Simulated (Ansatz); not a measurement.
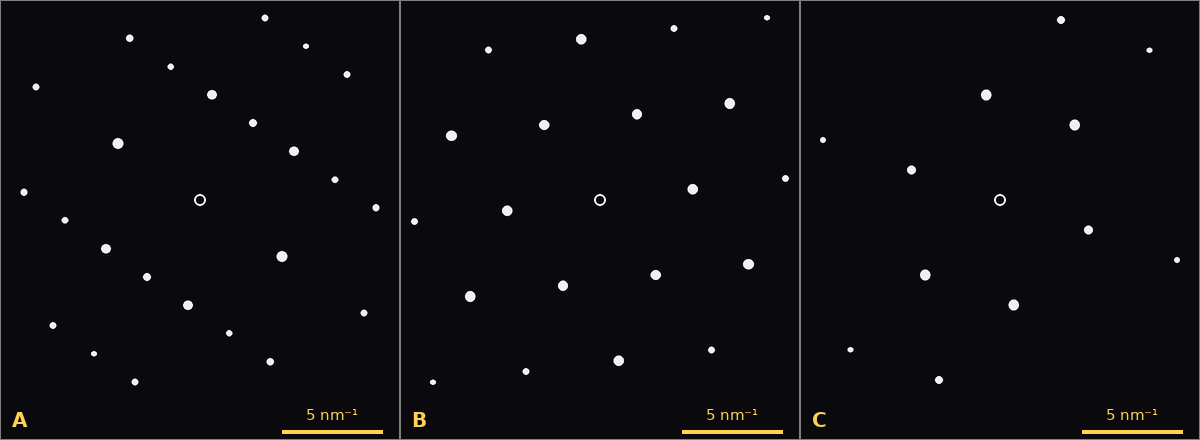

Kinematic zone-axis patterns, calculated for 200 keV electrons with B = 0.5 Å².

All three come from Co, space group P6_3/mmc (No. 194), a = 2.473 Å, c = 4.014 Å (hexagonal axes). Structure: the input geometry of an electronic-structure calculation (not necessarily at equilibrium).

Assign the zone axes [001], [100], [101] to A, B and C.

A is [100]: rectangular net of 0 0 1 (itself extinct) at d = 4.01 Å and 0 1 0 at d = 2.14 Å, at 90.0°. B is [001]: hexagonal net of 1 0 0 at d = 2.14 Å and 0 1 0 at d = 2.14 Å, at 60.0°. C is [101]: centred rectangular net of 0 1 0 at d = 2.14 Å and 1 0 -1 at d = 1.89 Å, at 63.8°.
